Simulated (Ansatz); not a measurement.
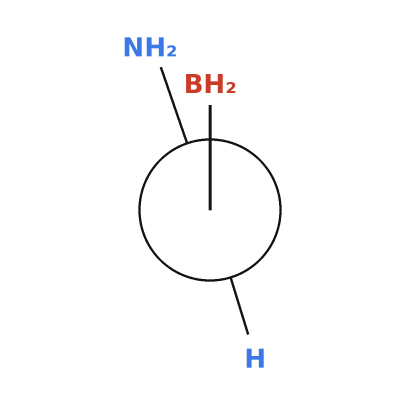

A Newman projection along the S–Al bond, sulfur in front; angles are drawn as computed, but eclipsed bonds slightly apart. The computed structure is the end point of a PBE-D4/def2-SVP optimisation. No frequency run is at hand to confirm it as a minimum.

### Which molecule is it?

AlBH5NS, B[S][AlH][NH2]

### What is the torsion angle from the front BH2 to the back NH2? The sign is positive where the front bond must turn clockwise to cover the back bond.

−19°, synperiplanar.
